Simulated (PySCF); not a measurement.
**C5H10O2SSi2: density, localisation and related maps**

```xyz
20

Si   -0.7014   -1.4356   -1.9804
C    -0.5815   -0.8209   -0.1627
O    -1.4805    0.2702   -0.1079
Si   -1.9308    1.0725    1.2235
S    -3.2182    2.5648    0.4008
C     0.7944   -0.4111    0.1972
C     1.4763    0.7496   -0.0262
C     2.7705    0.5568    0.5178
C     2.7812   -0.7052    1.0191
O     1.5856   -1.3012    0.8327
H    -2.0778   -1.8801   -2.1897
H     0.2555   -2.5271   -2.1562
H    -0.3807   -0.2892   -2.8273
H    -0.9011   -1.5925    0.5465
H    -2.6969    0.2226    2.1276
H    -0.8287    1.7289    1.9135
H    -3.0869    2.1959   -0.8631
H     1.0997    1.6286   -0.5070
H     3.5755    1.2627    0.5278
H     3.5407   -1.2789    1.5110
```

Geometry: GFN2-xTB.

Theory: PBE0/pcSseg-1, SCF density, gas phase, non-relativistic (PySCF).

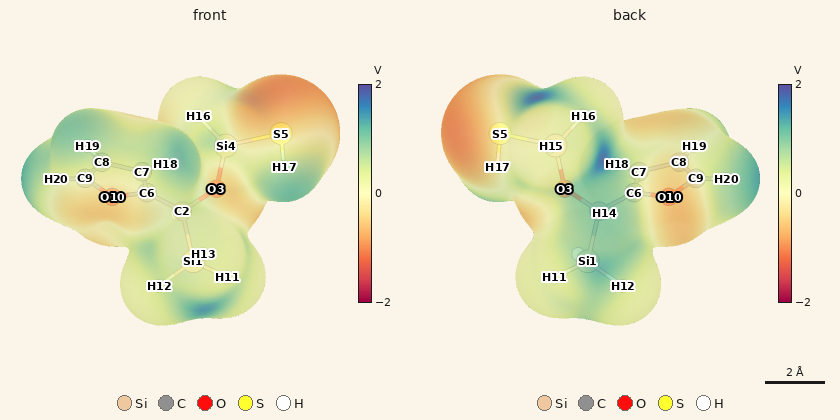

Figure 1. The molecular electrostatic potential painted on the density surface at 0.002 e/bohr³, seen from the front and from behind; the colour scale runs from red (negative) to blue (positive).

### Where is the surface potential most negative and most positive?

The most negative region (about −1.1 V) lies over S5, the most positive (about +1.6 V) over Si4.

### What dipole moment does the calculation give?

Its dipole moment is 2.53 D.

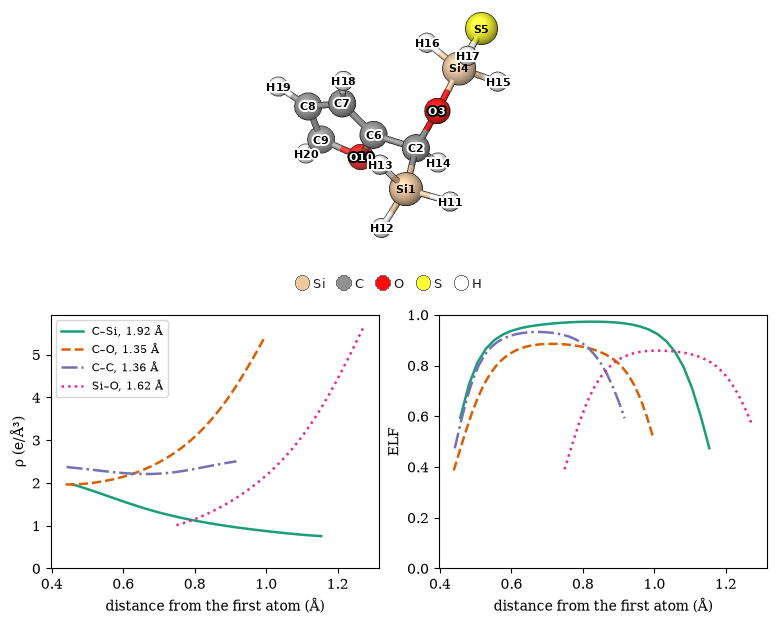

Figure 2. Total electron density and ELF along straight lines between neighbouring atoms. The curves leave out the atomic cores. The structure is drawn too.

### What can be read from the curves?

C–Si (1.92 Å): ρ at the midpoint is about 0.91 e/Å³; the ELF peaks at about 1 between the atoms, as expected for localised, covalent bonding.
C–O (1.35 Å): ρ is about 2.4 e/Å³ halfway, with its minimum of 2 e/Å³ about 0.5 Å from C; the ELF peaks at about 0.90 between the atoms; a polar covalent bond.
C–C (1.36 Å): the density is about 2.2 e/Å³ at the midpoint; the ELF peaks at about 0.95 between the atoms; localised, covalent bonding.
Si–O (1.62 Å): the density is about 1.2 e/Å³ at the midpoint; the ELF peaks at about 0.85 between the atoms (a polar covalent bond).
